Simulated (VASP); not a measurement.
Energy against volume of Pb (fcc). Calculation: PW91 GGA, VASP's PBE PAW potentials (set 64) (plane waves; VASP).

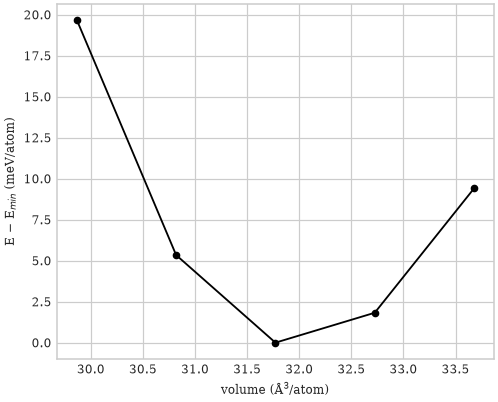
Figure. Energy against volume

Task: Estimate the equilibrium volume and the bulk modulus.

Result: The minimum lies near 32.0 Å³/atom, and the curvature gives B0 of about 39 GPa.

Measured: bulk modulus 47.0 GPa at 0 K (computed value off by -18.0 %), as given by H. Levämäki et al., Physical Review B (2014), arXiv:1402.3671 [corrected for temperature and zero-point phonon effects]; a 4.902 Å at 0 K (computed value off by +2.8 %), as given by Gábor I. Csonka et al., Physical Review B (2009), arXiv:0903.4037 [low-temperature or extrapolated to 0 K; zero-point anharmonic expansion removed].

The compound is Pb in the fcc structure. It was relaxed first, which changed the volume by +5 %.
